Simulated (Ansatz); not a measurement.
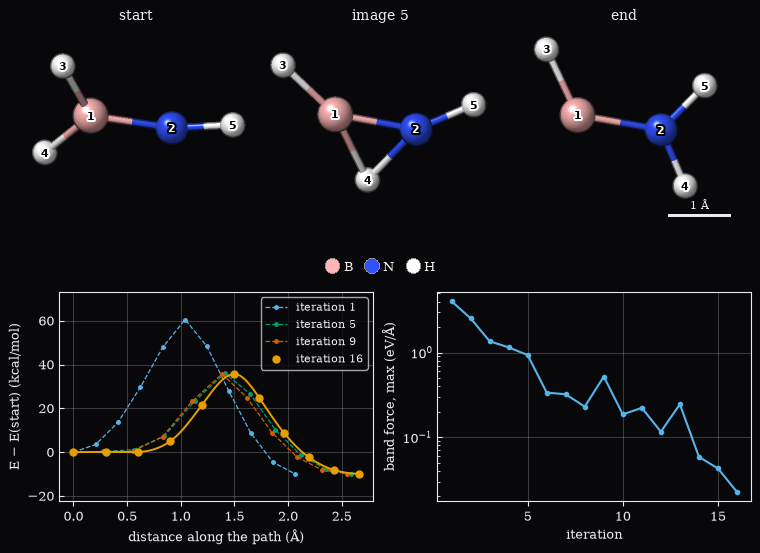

NEB run on BNH3 (multiplicity 2). Images are numbered from 0 (start) to 10 (end). The plot follows the band through its iterations. A ball-and-stick model, seen from a free direction.

Level of theory: Ansatz 0.2.0, UKS PBE0-D4/def2-TZVP.

Input
```yaml
crystal:
  periodic: [false, false, false]
  atoms:
    - { symbol: B, position_ang: [-0.309547, -0.370974, -0.091865] }
    - { symbol: "N", position_ang: [0.522008, 0.6629, -0.021302] }
    - { symbol: H, position_ang: [-0.362638, -1.138376, 0.842686] }
    - { symbol: H, position_ang: [-1.00154, -0.554222, -1.059247] }
    - { symbol: H, position_ang: [1.201517, 1.326872, 0.288227] }
magnetization:
  spin_polarized: true
  initial_magnetization: 1
basis:
  gaussian: { orbitals: def2-TZVP }
hamiltonian:
  xc: pbe0
  dispersion: d4
neb:
  order_check: false
  images: 9
  f_tol: 0.03
  max_iterations: 60
  final_atoms:
    - { symbol: B, position_ang: [-0.4118147, -0.78841056, 0.28720077] }
    - { symbol: "N", position_ang: [0.04810519, 0.31722566, -0.38575796] }
    - { symbol: H, position_ang: [-0.05352777, -1.13115582, 1.37480757] }
    - { symbol: H, position_ang: [-0.27592229, 0.57741654, -1.30284392] }
    - { symbol: H, position_ang: [0.74295957, 0.95112419, -0.01490746] }
  initial_path:
    images:
      - { positions_ang: [[-0.309547, -0.370974, -0.091865], [0.522008, 0.6629, -0.021302], [-0.362638, -1.138376, 0.842686], [-1.00154, -0.554222, -1.059247], [1.201517, 1.326872, 0.288227]] }
      - { positions_ang: [[-0.33995746, -0.39874846, -0.04314558], [0.51716327, 0.62532713, -0.11042391], [-0.33394514, -1.14373997, 0.88629291], [-0.91866847, -0.44180308, -1.0585966], [1.1252078, 1.28516438, 0.28437217]] }
      - { positions_ang: [[-0.37036792, -0.42652292, 0.00557385], [0.51231853, 0.58775425, -0.19954581], [-0.30525228, -1.14910394, 0.92989981], [-0.83579693, -0.32938415, -1.05794619], [1.04889859, 1.24345676, 0.28051735]] }
      - { positions_ang: [[-0.40077837, -0.45429738, 0.05429327], [0.5074738, 0.55018138, -0.28866772], [-0.27655941, -1.15446791, 0.97350672], [-0.7529254, -0.21696523, -1.05729579], [0.97258939, 1.20174914, 0.27666252]] }
      - { positions_ang: [[-0.43118883, -0.48207185, 0.10301269], [0.50262907, 0.5126085, -0.37778963], [-0.24786655, -1.15983188, 1.01711362], [-0.67005387, -0.10454631, -1.05664539], [0.89628019, 1.16004153, 0.2728077]] }
      - { positions_ang: [[-0.46159929, -0.50984631, 0.15173212], [0.49778433, 0.47503563, -0.46691153], [-0.21917369, -1.16519585, 1.06072053], [-0.58718234, 0.00787262, -1.05599499], [0.81997098, 1.11833391, 0.26895287]] }
      - { positions_ang: [[-0.45164237, -0.56555916, 0.17882585], [0.4078485, 0.44347363, -0.45068082], [-0.18604451, -1.15838784, 1.12353794], [-0.52493033, 0.1217814, -1.10536477], [0.8045687, 1.08489196, 0.21218081]] }
      - { positions_ang: [[-0.44168545, -0.62127201, 0.20591958], [0.31791268, 0.41191164, -0.43445011], [-0.15291532, -1.15157984, 1.18635535], [-0.46267832, 0.23569019, -1.15473456], [0.78916642, 1.05145002, 0.15540874]] }
      - { positions_ang: [[-0.43172854, -0.67698486, 0.23301331], [0.22797685, 0.38034965, -0.41821939], [-0.11978614, -1.14477183, 1.24917276], [-0.40042631, 0.34959897, -1.20410435], [0.77376413, 1.01800807, 0.09863667]] }
      - { positions_ang: [[-0.42177162, -0.73269771, 0.26010704], [0.13804102, 0.34878765, -0.40198868], [-0.08665695, -1.13796383, 1.31199017], [-0.3381743, 0.46350776, -1.25347413], [0.75836185, 0.98456613, 0.04186461]] }
      - { positions_ang: [[-0.4118147, -0.78841056, 0.28720077], [0.04810519, 0.31722566, -0.38575796], [-0.05352777, -1.13115582, 1.37480757], [-0.27592229, 0.57741654, -1.30284392], [0.74295957, 0.95112419, -0.01490746]] }
```

Run as
```bash
ansatz run input.yaml --threads 2 --pin off --max-ram 3072MiB --backend cpu --events-out ev --progress --plain --runs-dir out
```

**Judge this run.**

The result is final at these settings. The band converged in 16 iterations. The largest component of the band force went from 4 to 0.023 eV/Å. The climbing image converged on the top of the path. Its vibrational analysis gives one imaginary mode (1782i cm⁻¹), as a transition state must have. The first iteration put the highest image at 60.6 kcal/mol. Forward barrier 35.7 kcal/mol, backward barrier 45.5 kcal/mol, with image 5 at the top; the reaction energy is −9.8 kcal/mol.

Cost: 110 s on 2 threads of AMD EPYC 7R13 Processor (Zen 3), with other jobs on the host, peak memory 0.16 GiB.
